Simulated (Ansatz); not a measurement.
# Does disorder add resistance in series? Re(0001) layers displaced at 180 K

Two lengths of the disordered region are known. What area resistance does the third give?

**Method.** Ansatz 0.2.0, plane waves with PAW datasets at their recommended cutoffs (420 eV for most), Fermi-Dirac smearing; ballistic transmission by layer matching. The area resistance is RA = A (h/2e²)(1/T − 1/N), with T the zone-mean transmission per spin and N the lead's channels, both averaged over a few energies near the Fermi level; for magnets each spin is taken apart, with h/e², and the two conduct in parallel. Lateral cell 2x2, PBE, a fresh random draw for each length. Atoms are displaced independently, by 0.0296 Å r.m.s. per direction; each RA is scaled by the nominal over the drawn mean square displacement.

Results; the value marked ? is to be predicted:

```
length (Å)  channels N  RA (fΩ m²)
      4.46       5.280      0.0282
      13.4       5.280      0.0744
      22.3       5.260           ?
```

**Estimate by hand.**

Ohm's law makes RA linear in the length: the slope is (0.0744 − 0.0282)/(13.4 − 4.46) = 5.18×10⁻³ fΩ m² per Å, or 5.2 µΩ cm. Then 0.0744 + 5.18×10⁻³ × 8.92. Predicted: 0.121 fΩ m².

What the run gave:

0.142 fΩ m², so the prediction is 15 % too low. The three lengths together give 6.4 µΩ cm. Single draws scatter; these runs don't part the causes of the miss, and leave the question open.

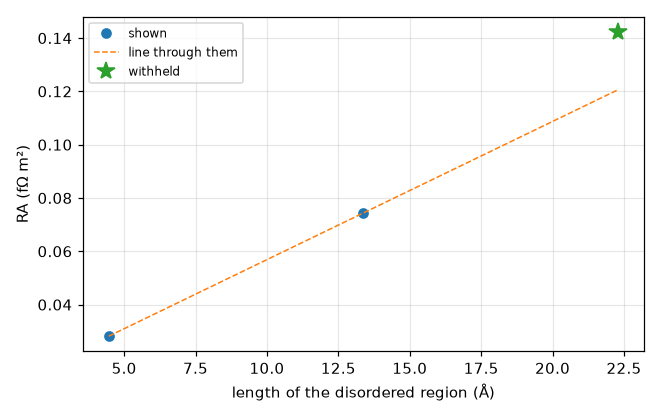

Area resistance against length.

Caveats: The scatterers repeat sideways with the small cell. The slope is a raw one; a model of isotropic scattering puts it 1.14 times the bulk value over these lengths. Spin-orbit coupling is left out, which matters for Re.

[Logs are printed without paths, hosts, clocks, repeated set-up lines and the standing remarks that a program may print on its own settings, such as how far it seeks lower states.]
